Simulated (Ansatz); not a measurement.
**Pressure series in Ta**

Base system: Ta in the bcc (W type) structure (space group Im-3m, No. 229; a = 3.282 Å).

Cell and atoms are relaxed at each pressure.

Calculations: PBEsol (Ansatz, an electronic-structure program, PAW, no spin-orbit coupling), earlier PAW set.

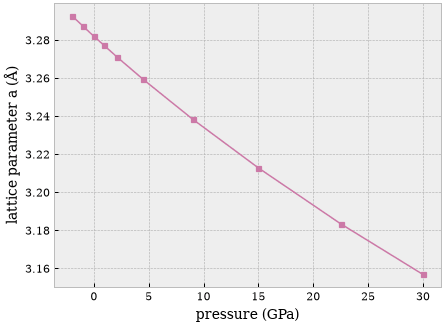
*Lattice parameter a against pressure*

**Question.** From the plot, what is the lattice parameter a for pressure −2 GPa?

**Answer.** About 3.29 Å.

**Question.** Is the trend monotonic over the range shown?

**Answer.** Yes, it falls throughout, spanning 3.157 Å to 3.293 Å.

Load acts through the strain it causes; cell and atoms are relaxed under it. Whether these cells are dynamically stable was not tested. No other phases were tried under pressure. The final runs are not spin-polarised.
